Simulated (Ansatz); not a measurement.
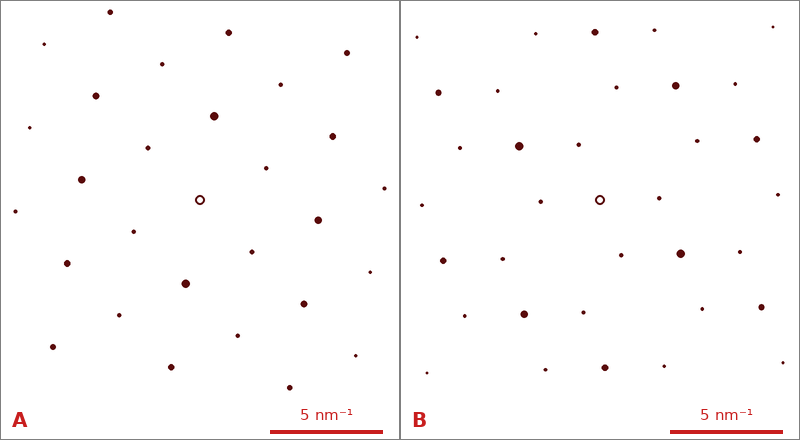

Kinematic electron diffraction patterns (200 kV, B = 0.5 Å², same scale, each along a low-index zone) of two structures of composition AsPt, each relaxed at zero pressure with Ansatz, DFT PBE, scalar-relativistic, plane waves, PAW.

The structures (standard cells):
1. Fm-3m (No. 225), a = 5.236 Å, 8 atoms; generated start, possibly hypothetical
2. Fd-3m (No. 227), a = 6.482 Å, 16 atoms; generated start, possibly hypothetical

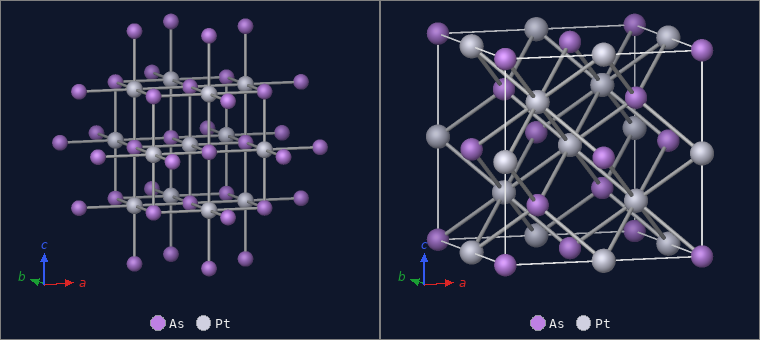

Drawings of the structures 1 to 2, from left to right (each may span several cells).

Question: Which pattern belongs to which structure, and along which zone?

Answer: A is structure 1 along [110] or an equivalent direction: centred rectangular net of -1 1 -1 at d = 3.02 Å and -1 1 1 at d = 3.02 Å, 70.5° apart. B is structure 2 along [110] or an equivalent direction: centred rectangular net of -1 1 -1 at d = 3.74 Å and -1 1 1 at d = 3.74 Å, 70.5° apart (some points of this net are extinct or too weak to see).

Question: Which structure lies lowest at this level of theory, and by how much?

Answer: Structure 1 (Fm-3m, 17.95 Å³ an atom) is the lowest of these; structure 2 (Fd-3m, 17.02 Å³ an atom) lies about 390 meV an atom higher. These are static energies at 0 K; other structures, not shown, may lie lower still.
